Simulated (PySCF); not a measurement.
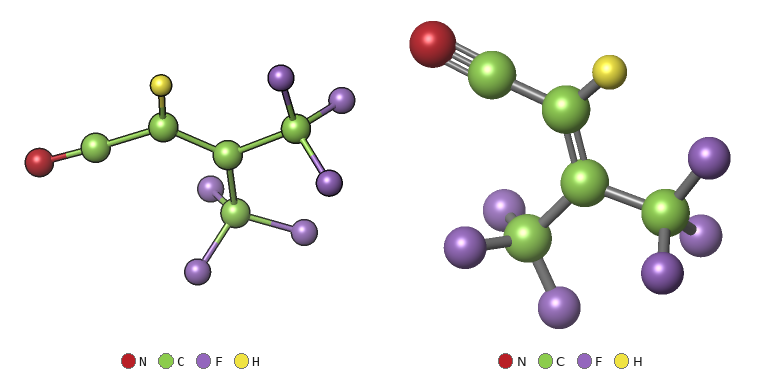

The same structure drawn twice, from different directions.

The geometry was computed by an optimisation with PBE0-D3(BJ)/def2-SVP. No frequency run is at hand to confirm it as a minimum.

Which formula does it have?

Answer. C₅HF₆N, 13 atoms: 5 carbon, 1 hydrogen, 6 fluorine and 1 nitrogen.

Count the bonded pairs by element.

Answer. 6 C–F, 4 C–C, 1 C–N, 1 C–H.

The parts below concern this one geometry. Atoms keep their numbers from picture to picture.

**Symmetry**

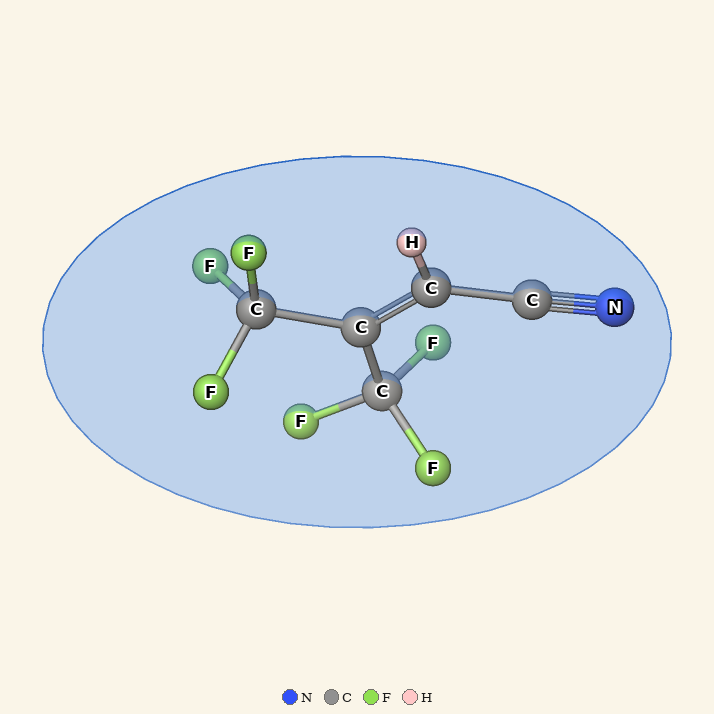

All proper rotation axes (lines) and mirror planes (discs) of the structure are drawn in. Depth is shown by fading: the farther an atom, the more it takes the colour of the background. No frequency run is at hand to confirm it as a minimum.

Name the symmetry elements and the point group.

Answer. It has 1 mirror plane. Point group Cs. The group has 2 operations. The geometry is achiral, and symmetry allows a dipole moment.

**NMR shielding**

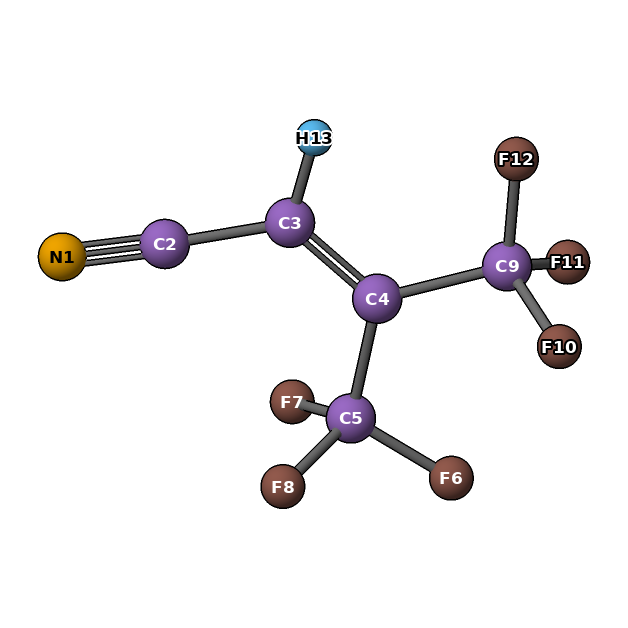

The questions are on isotropic NMR shieldings of the F atoms. No frequency run is at hand to confirm it as a minimum. Method: GIAO PBE0/pcSseg-1 NMR shielding, non-relativistic, IEF-PCM dichloromethane (PySCF 2.14.0).

List the isotropic NMR shieldings of the F atoms.

```tsv
atom	σ (ppm)
F6	265.0
F7	245.2
F8	245.4
F10	253.4
F11	253.4
F12	266.1
```

**Charges**

The questions are on ESP-fitted charges. No frequency run is at hand to confirm it as a minimum. Level of theory: PBE0/pcSseg-1 in dichloromethane (IEF-PCM) (PySCF 2.14.0).

List the ESP-fitted charges.

| atom | value (e) |
| --- | --- |
| N1 | −0.48 |
| C2 | 0.49 |
| C3 | −0.24 |
| C4 | −0.15 |
| C5 | 0.58 |
| F6 | −0.17 |
| F7 | −0.17 |
| F8 | −0.17 |
| C9 | 0.60 |
| F10 | −0.18 |
| F11 | −0.18 |
| F12 | −0.18 |
| H13 | 0.25 |

**Polarisability**

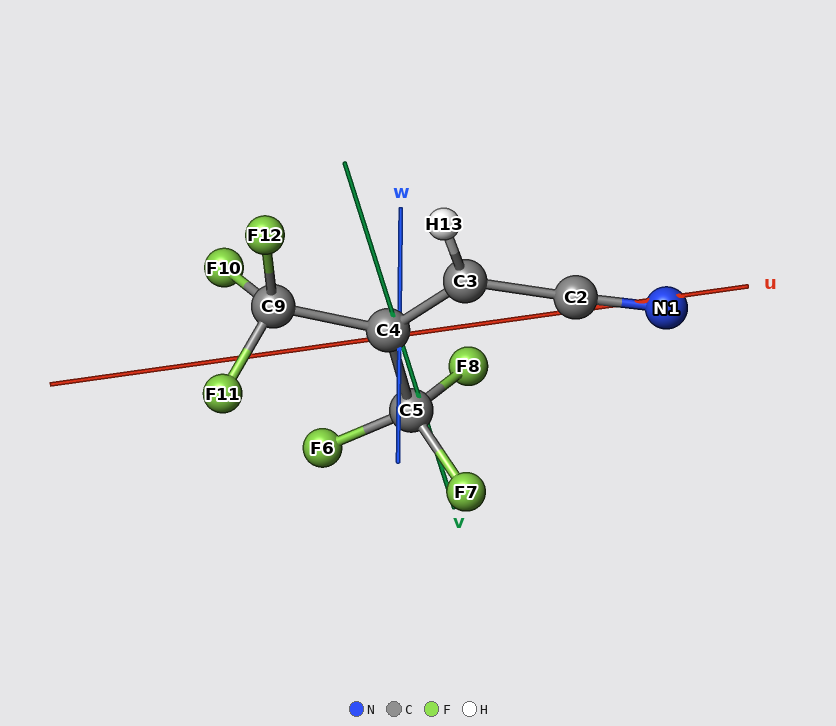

The lines u, v and w are the principal axes of the static dipole polarisability. No frequency run is at hand to confirm it as a minimum. Method: PBE0/def2-SVPD in dichloromethane (IEF-PCM) (PySCF 2.14.0).

Along which axis is the molecule most polarisable, and along which least?

Answer. Most along u (close to the long direction N1···F11), least along w.

Give the three principal values.

Answer. u 118.1, v 75.8, w 62.5 bohr³; mean 85.5, anisotropy 50.3 bohr³.
